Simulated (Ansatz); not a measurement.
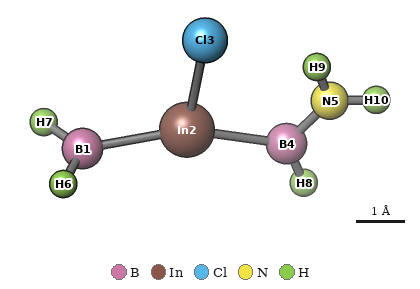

Figure 1. The input geometry (ball-and-stick view, seen at a tilt; atoms are numbered from 1 in the order of the input). Sticks mark near contacts. Bond lengths as drawn: B–H 1.20 Å, B–In 2.24 to 2.26 Å, B–N 1.38 Å, Cl–In 2.42 Å and H–N 1.01 Å.

# Run report: InB2NH5Cl, molecular dynamics

System: InB2NH5Cl.
Method: RKS r2SCAN/def2-SVP (Ansatz 0.2.0).

The geometry comes from this level: PBE0-D4/def2-TZVP. Figures and captions count atoms from 1; the log counts them from 0 in places.

## Input
```yaml
crystal:
  periodic: [false, false, false]
  atoms:
    - {symbol: B, position_ang: [-0.609300, 1.978592, 2.088042]}
    - {symbol: In, position_ang: [-0.186267, 0.464934, 0.493975]}
    - {symbol: Cl, position_ang: [2.235444, 0.481179, 0.373057]}
    - {symbol: B, position_ang: [-0.650675, -1.082033, -1.085059]}
    - {symbol: N, position_ang: [0.481827, -1.593278, -1.681793]}
    - {symbol: H, position_ang: [-0.668773, 1.666582, 3.240974]}
    - {symbol: H, position_ang: [-0.746806, 3.136719, 1.823615]}
    - {symbol: H, position_ang: [-1.730657, -1.468960, -1.423997]}
    - {symbol: H, position_ang: [1.411827, -1.290407, -1.421237]}
    - {symbol: H, position_ang: [0.463392, -2.293328, -2.407576]}
basis:
  gaussian: {orbitals: def2-SVP}
hamiltonian: {xc: {name: r2SCAN}}
md: {timestep: 1 fs, n_steps: 30, ensemble: nvt_nose_hoover, temperature: 1500, initial_velocities: maxwell_boltzmann, seed: 813}
```

Command:
```bash
ansatz run in.yaml --threads 4 --pin off --events-out ev --progress --plain --max-ram 10444MiB
```

## Output
```
Functional definition: r2SCAN
  name "r2SCAN"
  cite "Furness, Kaplan, Ning, Perdew & Sun, J. Phys. Chem. Lett. 11, 8208 (2020) doi:10.1021/acs.jpclett.0c02405"
  cite "Furness, Kaplan, Ning, Perdew & Sun, J. Phys. Chem. Lett. 11, 9248 (2020) doi:10.1021/acs.jpclett.0c03077"
  parent r2scan
  parameter k0 = 0.174
  parameter k1 = 0.065
  parameter a1 = 4.9479
  exchange = r2scan_x(k0 = k0, k1 = k1, a1 = a1)
  correlation = r2scan_c
1281 factors; their error is unknown
mean field evaluation 1: about -20607.5904 eV, gradient 5.5e1 eV
mean field evaluation 2: about -20580.0191 eV, gradient 1.1e2 eV
mean field evaluation 4: about -20614.7049 eV, gradient 6.1e0 eV
mean field evaluation 8: about -20614.8260 eV, gradient 1.4e-1 eV
mean field evaluation 16: about -20614.7811 eV, gradient 2.2e-4 eV
mean field -20614.78107216 eV, -757.5792312015 hartree, gradient 1.4e-5 eV, S^2 0.000000; 0 other end points of the search recorded, 0 dependent functions left out
the calculation of the forces begins
reference -20614.78108627 eV, -757.5792317199 hartree; 30, 30 occupied and 81, 81 virtual orbitals, 1281 factors
md step     0: t =     0.00 fs  T =  1500.0 K  F+E_penalty+E_count = -20614.78107216 eV  E_kin = 1.551120 eV  conserved = -20613.22995217 eV  (30 SCF iters)
these checks for a lower state are left out or cut short: starts, cluster_reference, orbital_swaps, neighbouring_geometries, increment
1281 factors; their error is unknown
mean field -20614.72737050 eV, -757.5772577018 hartree, gradient 2.3e-5 eV, S^2 0.000000; 0 other end points of the search recorded, 0 dependent functions left out
the calculation of the forces begins
reference -20614.72738463 eV, -757.5772582210 hartree; 30, 30 occupied and 81, 81 virtual orbitals, 1281 factors
md step     1: t =     1.00 fs  T =  1451.7 K  F+E_penalty+E_count = -20614.72737050 eV  E_kin = 1.501129 eV  conserved = -20613.22624287 eV  (30 SCF iters)
[... from here on the SCF iterations and repeated set-up lines of each step are left out, up to the last step ...]
md step     2: t =     2.00 fs  T =  1317.8 K  F+E_penalty+E_count = -20614.58001516 eV  E_kin = 1.362682 eV  conserved = -20613.21734656 eV  (31 SCF iters)
md step     3: t =     3.00 fs  T =  1211.4 K  F+E_penalty+E_count = -20614.46716132 eV  E_kin = 1.252702 eV  conserved = -20613.21451432 eV  (31 SCF iters)
md step     4: t =     4.00 fs  T =  1175.8 K  F+E_penalty+E_count = -20614.43456703 eV  E_kin = 1.215884 eV  conserved = -20613.21882480 eV  (31 SCF iters)
md step     5: t =     5.00 fs  T =  1158.6 K  F+E_penalty+E_count = -20614.42162339 eV  E_kin = 1.198091 eV  conserved = -20613.22380991 eV  (30 SCF iters)
md step     6: t =     6.00 fs  T =  1090.2 K  F+E_penalty+E_count = -20614.35160895 eV  E_kin = 1.127379 eV  conserved = -20613.22469247 eV  (31 SCF iters)
md step     7: t =     7.00 fs  T =   960.2 K  F+E_penalty+E_count = -20614.21193789 eV  E_kin = 0.992964 eV  conserved = -20613.21966285 eV  (31 SCF iters)
md step     8: t =     8.00 fs  T =   833.2 K  F+E_penalty+E_count = -20614.07580411 eV  E_kin = 0.861595 eV  conserved = -20613.21516260 eV  (31 SCF iters)
md step     9: t =     9.00 fs  T =   768.0 K  F+E_penalty+E_count = -20614.00918693 eV  E_kin = 0.794146 eV  conserved = -20613.21630465 eV  (31 SCF iters)
md step    10: t =    10.00 fs  T =   758.5 K  F+E_penalty+E_count = -20614.00061044 eV  E_kin = 0.784358 eV  conserved = -20613.21788919 eV  (30 SCF iters)
md step    11: t =    11.00 fs  T =   778.6 K  F+E_penalty+E_count = -20614.02214494 eV  E_kin = 0.805101 eV  conserved = -20613.21913494 eV  (31 SCF iters)
md step    12: t =    12.00 fs  T =   804.8 K  F+E_penalty+E_count = -20614.05086754 eV  E_kin = 0.832182 eV  conserved = -20613.22132342 eV  (32 SCF iters)
md step    13: t =    13.00 fs  T =   809.4 K  F+E_penalty+E_count = -20614.05619035 eV  E_kin = 0.836978 eV  conserved = -20613.22248607 eV  (31 SCF iters)
md step    14: t =    14.00 fs  T =   782.4 K  F+E_penalty+E_count = -20614.02556443 eV  E_kin = 0.809083 eV  conserved = -20613.22045902 eV  (31 SCF iters)
md step    15: t =    15.00 fs  T =   752.9 K  F+E_penalty+E_count = -20613.99121461 eV  E_kin = 0.778591 eV  conserved = -20613.21735734 eV  (31 SCF iters)
md step    16: t =    16.00 fs  T =   761.8 K  F+E_penalty+E_count = -20613.99896829 eV  E_kin = 0.787720 eV  conserved = -20613.21680666 eV  (31 SCF iters)
md step    17: t =    17.00 fs  T =   818.8 K  F+E_penalty+E_count = -20614.05872766 eV  E_kin = 0.846737 eV  conserved = -20613.21849137 eV  (31 SCF iters)
md step    18: t =    18.00 fs  T =   893.0 K  F+E_penalty+E_count = -20614.13883422 eV  E_kin = 0.923401 eV  conserved = -20613.22303656 eV  (31 SCF iters)
md step    19: t =    19.00 fs  T =   920.0 K  F+E_penalty+E_count = -20614.16860275 eV  E_kin = 0.951313 eV  conserved = -20613.22613853 eV  (31 SCF iters)
md step    20: t =    20.00 fs  T =   861.6 K  F+E_penalty+E_count = -20614.10397487 eV  E_kin = 0.890978 eV  conserved = -20613.22314461 eV  (30 SCF iters)
md step    21: t =    21.00 fs  T =   760.3 K  F+E_penalty+E_count = -20613.99166736 eV  E_kin = 0.786226 eV  conserved = -20613.21684502 eV  (31 SCF iters)
md step    22: t =    22.00 fs  T =   704.8 K  F+E_penalty+E_count = -20613.92916085 eV  E_kin = 0.728797 eV  conserved = -20613.21297815 eV  (31 SCF iters)
md step    23: t =    23.00 fs  T =   748.9 K  F+E_penalty+E_count = -20613.97575041 eV  E_kin = 0.774417 eV  conserved = -20613.21523188 eV  (30 SCF iters)
md step    24: t =    24.00 fs  T =   859.8 K  F+E_penalty+E_count = -20614.09582372 eV  E_kin = 0.889052 eV  conserved = -20613.22217822 eV  (30 SCF iters)
md step    25: t =    25.00 fs  T =   939.6 K  F+E_penalty+E_count = -20614.18211244 eV  E_kin = 0.971633 eV  conserved = -20613.22765490 eV  (30 SCF iters)
md step    26: t =    26.00 fs  T =   915.1 K  F+E_penalty+E_count = -20614.15221278 eV  E_kin = 0.946241 eV  conserved = -20613.22504746 eV  (30 SCF iters)
md step    27: t =    27.00 fs  T =   818.4 K  F+E_penalty+E_count = -20614.04274730 eV  E_kin = 0.846331 eV  conserved = -20613.21734352 eV  (31 SCF iters)
md step    28: t =    28.00 fs  T =   747.0 K  F+E_penalty+E_count = -20613.96464742 eV  E_kin = 0.772492 eV  conserved = -20613.21483219 eV  (31 SCF iters)
md step    29: t =    29.00 fs  T =   741.5 K  F+E_penalty+E_count = -20613.96114044 eV  E_kin = 0.766748 eV  conserved = -20613.21881350 eV  (32 SCF iters)
these checks for a lower state are left out or cut short: starts, cluster_reference, orbital_swaps, neighbouring_geometries, increment
1281 factors; their error is unknown
mean field -20613.98071930 eV, -757.5498187761 hartree, gradient 9.0e-6 eV, S^2 0.000000; 0 other end points of the search recorded, 0 dependent functions left out
the calculation of the forces begins
reference -20613.98073365 eV, -757.5498193038 hartree; 30, 30 occupied and 81, 81 virtual orbitals, 1281 factors
1281 factors; their error is unknown
mean field evaluation 256: about -20613.9871 eV, gradient 3.2e0 eV
mean field -20613.98071930 eV, -757.5498187761 hartree, gradient 1.0e-5 eV, S^2 0.000000; 1 other end points of the search recorded, 0 dependent functions left out
the calculation of the forces begins
reference -20613.98073365 eV, -757.5498193038 hartree; 30, 30 occupied and 81, 81 virtual orbitals, 1281 factors
md step    30: t =    30.00 fs  T =   758.5 K  F+E_penalty+E_count = -20613.98071930 eV  E_kin = 0.784311 eV  conserved = -20613.22267083 eV  (31 SCF iters)
```

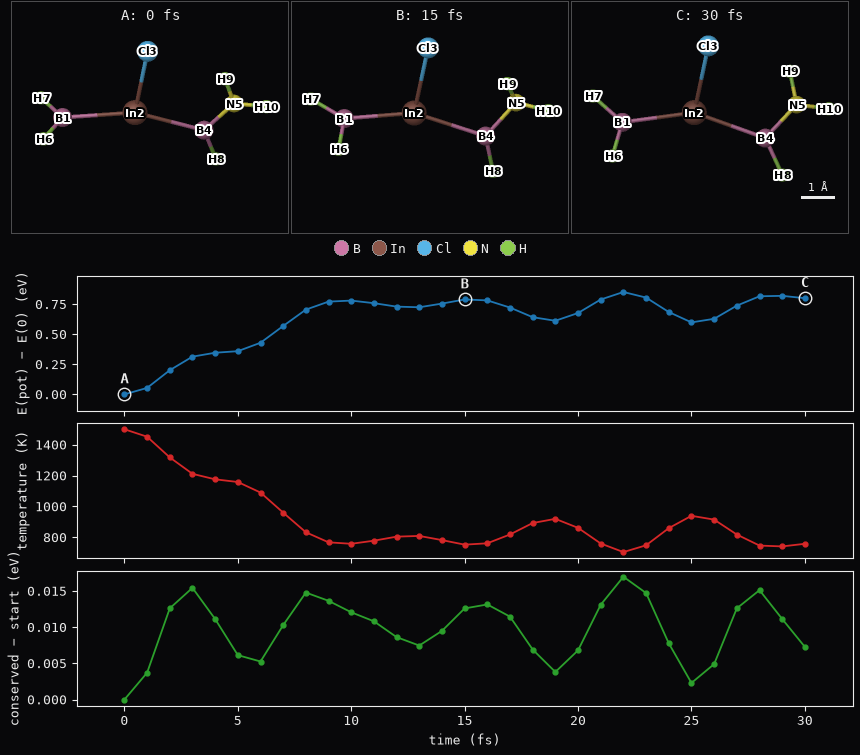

Figure 2. Frames of the molecular dynamics (ball-and-stick, seen at a tilt) above the curves, on which the letters mark them. The trajectory kept here has 31 frames over 30 fs. The temperature starts at 1500 K, ranges from 705 to 1500 K and averages 813 K over the second half. The potential energy ends 0.800 eV above its first value. The conserved quantity stays within 0.017 eV. After an unweighted best fit of the last frame on the first, the root-mean-square displacement is 0.53 Å, and H6 has moved furthest (0.87 Å).

```
Total energy: -20613.98073365 eV, -757.5498193038 hartree
Atom 0 at    -0.792171     1.936884     2.106412 Å, force     1.052055     1.414225    -0.542218 eV/Å
Atom 1 at    -0.226486     0.510428     0.476379 Å, force     1.475358    -0.857951    -0.231563 eV/Å
Atom 2 at     2.473904     0.435995     0.420092 Å, force    -1.681421     0.136820     0.008560 eV/Å
Atom 3 at    -0.596923    -1.383879    -0.826204 Å, force     0.219244    -0.583938    -1.155946 eV/Å
Atom 4 at     0.362252    -1.550107    -1.853954 Å, force     0.145162     1.423893    -0.979509 eV/Å
Atom 5 at    -1.372467     1.401993     2.955886 Å, force    -0.712122    -0.533238     1.044004 eV/Å
Atom 6 at    -0.444050     3.114530     2.301097 Å, force    -0.326586    -0.766129    -0.351176 eV/Å
Atom 7 at    -1.478751    -2.287815    -0.842493 Å, force     0.568969     0.898161     0.475750 eV/Å
Atom 8 at     1.022663    -0.795935    -2.183132 Å, force    -0.630926    -1.014744     1.046638 eV/Å
Atom 9 at     0.242769    -2.190734    -2.650098 Å, force    -0.109733    -0.117098     0.685461 eV/Å
Dipole moment:    -0.858413    -0.019920    -0.433439 e Å
```

## Trajectory as extended XYZ (Å, eV, eV/Å), 10 of the 31 frames kept, from step=0 to step=30
```
10
Properties=species:S:1:pos:R:3:forces:R:3 step=0 time_fs=0.0 energy=-20614.78107 temperature=1500.0
B    -0.6093    1.9786    2.0880    0.0462  -0.1647  -0.1727
In   -0.1863    0.4649    0.4940   -0.2081   0.0252   0.0380
Cl    2.2354    0.4812    0.3731    0.2245  -0.0096  -0.0228
B    -0.6507   -1.0820   -1.0851   -0.0089   0.1182   0.1231
N     0.4818   -1.5933   -1.6818   -0.0854   0.0407   0.0473
H    -0.6688    1.6666    3.2410   -0.0129  -0.0817   0.2920
H    -0.7468    3.1367    1.8236   -0.0332   0.2941  -0.0698
H    -1.7307   -1.4690   -1.4240   -0.2801  -0.0921  -0.0794
H     1.4118   -1.2904   -1.4212    0.3538   0.1237   0.1081
H     0.4634   -2.2933   -2.4076    0.0040  -0.2538  -0.2637
10
Properties=species:S:1:pos:R:3:forces:R:3 step=3 time_fs=3.0 energy=-20614.46716 temperature=1211.4
B    -0.6161    1.9674    2.0769   -0.0586   2.0489  -1.9324
In   -0.1937    0.4712    0.4946    0.2913  -0.0835  -0.2440
Cl    2.2681    0.4774    0.3773   -0.1492  -0.0667  -0.0011
B    -0.6692   -1.1244   -1.0420    0.4730  -0.3706  -0.6931
N     0.4911   -1.5767   -1.7325    0.2060  -0.2367   1.1064
H    -0.7695    1.5272    3.1139   -0.2157  -0.5305   1.9762
H    -0.7391    3.2245    1.8885    0.1817  -1.3986   0.2500
H    -1.8331   -1.5077   -1.2905    0.9454   0.1179  -0.0785
H     1.4776   -1.3681   -1.3535   -1.8805  -0.1721  -0.8638
H     0.4395   -2.3629   -2.4076    0.2066   0.6918   0.4803
10
Properties=species:S:1:pos:R:3:forces:R:3 step=7 time_fs=7.0 energy=-20614.21194 temperature=960.2
B    -0.6272    1.9721    2.0465   -0.6918  -0.7254   1.4330
In   -0.2033    0.4795    0.4952    0.8837  -0.2940  -0.5546
Cl    2.3109    0.4720    0.3830   -0.6064  -0.0706   0.0638
B    -0.6863   -1.1847   -0.9933    1.8226  -0.0016  -1.0688
N     0.5001   -1.5567   -1.7892   -4.1359  -0.1274   1.4221
H    -0.9171    1.3109    3.1242    0.4317   1.1322  -1.0442
H    -0.7075    3.1794    2.0036    0.0716  -0.1792   0.1077
H    -1.8525   -1.5488   -1.1289    0.6519  -0.1609  -0.4186
H     1.3822   -1.4776   -1.3533    1.5369   0.6529   0.5079
H     0.4319   -2.3837   -2.3642    0.0358  -0.2260  -0.4484
10
Properties=species:S:1:pos:R:3:forces:R:3 step=10 time_fs=10.0 energy=-20614.00061 temperature=758.5
B    -0.6412    1.9717    2.0332   -0.7475  -2.4848   1.5956
In   -0.2098    0.4854    0.4951    1.1495  -0.4646  -0.7554
Cl    2.3414    0.4678    0.3874   -0.8540  -0.0820   0.0841
B    -0.6832   -1.2303   -0.9664    2.7978   0.6948  -0.9932
N     0.4832   -1.5432   -1.8208   -2.3027  -0.4734   2.3240
H    -0.9937    1.2402    3.0654    0.5408   1.2554  -1.0848
H    -0.6749    3.1170    2.1036    0.0029   1.5022   0.0892
H    -1.8011   -1.5936   -1.0457   -0.5081  -0.5719  -0.5635
H     1.3866   -1.5071   -1.3372    0.0054   0.6764  -0.2848
H     0.4327   -2.4023   -2.3592   -0.0841  -0.0521  -0.4111
10
Properties=species:S:1:pos:R:3:forces:R:3 step=13 time_fs=13.0 energy=-20614.05619 temperature=809.4
B    -0.6609    1.9550    2.0317   -0.1192   0.7228   0.1530
In   -0.2153    0.4910    0.4945    1.3541  -0.6670  -1.0176
Cl    2.3698    0.4634    0.3921   -1.0425  -0.0968   0.0760
B    -0.6591   -1.2707   -0.9475    1.4767   0.8343  -0.7638
N     0.4518   -1.5329   -1.8388    0.0522  -1.4991   2.2572
H    -1.0289    1.2679    2.9257   -0.1632  -0.1298   0.8625
H    -0.6411    3.1554    2.2090    0.0354  -0.2517  -0.2231
H    -1.7812   -1.6832   -1.0089   -0.0942  -0.3747  -0.4152
H     1.4002   -1.4785   -1.3420   -1.4022   0.5840  -1.1168
H     0.4268   -2.4198   -2.3859   -0.0971   0.8780   0.1878
10
Properties=species:S:1:pos:R:3:forces:R:3 step=17 time_fs=17.0 energy=-20614.05873 temperature=818.8
B    -0.6871    1.9443    2.0303    0.2465   2.0286   0.1687
In   -0.2212    0.4977    0.4924    1.5265  -0.9177  -1.1501
Cl    2.4038    0.4572    0.3985   -1.2485  -0.0646   0.0509
B    -0.6129   -1.3147   -0.9306   -1.5384   0.6448   0.1165
N     0.4071   -1.5321   -1.8430   -1.0662  -0.6849   0.6732
H    -1.1119    1.2677    2.8765   -0.4600  -0.5666   1.2609
H    -0.5937    3.1660    2.3142   -0.0565  -1.0801  -0.5692
H    -1.7480   -1.8421   -1.0107    0.9046   0.2603  -0.0525
H     1.3026   -1.3584   -1.4656    1.7971   0.8382   0.1267
H     0.4052   -2.3563   -2.4149   -0.1052  -0.4579  -0.6250
10
Properties=species:S:1:pos:R:3:forces:R:3 step=20 time_fs=20.0 energy=-20614.10398 temperature=861.6
B    -0.7049    1.9538    2.0300   -0.8427  -1.3259   1.8018
In   -0.2243    0.5019    0.4899    1.4720  -1.0268  -1.0358
Cl    2.4258    0.4523    0.4035   -1.3560  -0.0423  -0.0052
B    -0.5894   -1.3414   -0.9175   -2.1775   0.8612   1.0624
N     0.3701   -1.5372   -1.8399    2.9863  -0.1954  -0.1030
H    -1.2180    1.2109    2.9676    0.5931   0.9578  -0.9200
H    -0.5618    3.0800    2.3419    0.0660   0.7129  -0.1720
H    -1.6470   -1.9438   -1.0205    0.1559   0.1396   0.2059
H     1.3299   -1.1975   -1.5761   -0.8798  -0.1393  -0.7308
H     0.3790   -2.3262   -2.4808   -0.0174   0.0582  -0.1033
10
Properties=species:S:1:pos:R:3:forces:R:3 step=23 time_fs=23.0 energy=-20613.97575 temperature=748.9
B    -0.7289    1.9541    2.0431   -0.9652  -2.0758   1.7384
In   -0.2262    0.5054    0.4865    1.4387  -1.0617  -0.8859
Cl    2.4445    0.4473    0.4085   -1.4668   0.0119  -0.0328
B    -0.5823   -1.3611   -0.8963   -1.2580   1.1663   1.1963
N     0.3497   -1.5435   -1.8379    4.1058   0.3018  -1.4463
H    -1.2797    1.2269    2.9926    0.6903   1.0320  -1.1493
H    -0.5237    3.0483    2.3536    0.1675   1.3234  -0.0157
H    -1.5356   -2.0369   -1.0132   -0.9655  -0.3695   0.3863
H     1.3012   -1.0458   -1.7386   -1.7041  -0.9292  -0.4092
H     0.3503   -2.2919   -2.5547   -0.0427   0.6007   0.6181
10
Properties=species:S:1:pos:R:3:forces:R:3 step=27 time_fs=27.0 energy=-20614.04275 temperature=818.4
B    -0.7698    1.9365    2.0799    1.2600   2.0957  -0.5365
In   -0.2271    0.5087    0.4810    1.5015  -0.9624  -0.5892
Cl    2.4639    0.4407    0.4151   -1.6151   0.0931  -0.0006
B    -0.5880   -1.3749   -0.8556   -0.4504  -0.0105  -0.3145
N     0.3550   -1.5492   -1.8462   -0.3326   0.2812   0.2289
H    -1.2938    1.3576    2.9122   -0.9668  -0.8769   1.5117
H    -0.4620    3.1275    2.3522   -0.3577  -1.0373  -0.5765
H    -1.4925   -2.1957   -0.9483   -0.0444   0.3825   0.6013
H     1.1055   -0.9257   -2.0014    1.2920   0.9126   0.1112
H     0.3023   -2.2006   -2.5996   -0.2864  -0.8779  -0.4358
10
Properties=species:S:1:pos:R:3:forces:R:3 step=30 time_fs=30.0 energy=-20613.98072 temperature=758.5
B    -0.7922    1.9369    2.1064    1.0521   1.4142  -0.5422
In   -0.2265    0.5104    0.4764    1.4754  -0.8580  -0.2316
Cl    2.4739    0.4360    0.4201   -1.6814   0.1368   0.0086
B    -0.5969   -1.3839   -0.8262    0.2192  -0.5839  -1.1559
N     0.3623   -1.5501   -1.8540    0.1452   1.4239  -0.9795
H    -1.3725    1.4020    2.9559   -0.7121  -0.5332   1.0440
H    -0.4441    3.1145    2.3011   -0.3266  -0.7661  -0.3512
H    -1.4788   -2.2878   -0.8425    0.5690   0.8982   0.4758
H     1.0227   -0.7959   -2.1831   -0.6309  -1.0147   1.0466
H     0.2428   -2.1907   -2.6501   -0.1097  -0.1171   0.6855
```

## Results in brief

| quantity | value |
| --- | --- |
| outcome | finished |
| mean temperature over the second half | 813 K |
| trajectory | 30 steps, 30 fs |
| ensemble | nvt_nose_hoover |
| temperature in the input | 1500 K |
| time step | 1 fs |
| potential energy (last step) | −20613.9807 eV |
| SCF solution under orbital rotations (last step) | stable |
| largest force (length of the vector) (last step) | 1.844 eV/Å |
| dipole moment (last step) | 4.62 D |
| hardware | 4 threads of Arm Neoverse V2, 23 GiB of memory available, shared host |
| wall time | 62 s (CPU time 4 min) |
| peak memory | 0.19 GiB |

So short a trajectory is not equilibrated. The temperature stays far from the 1500 K of the thermostat over the second half: the run isn't equilibrated.
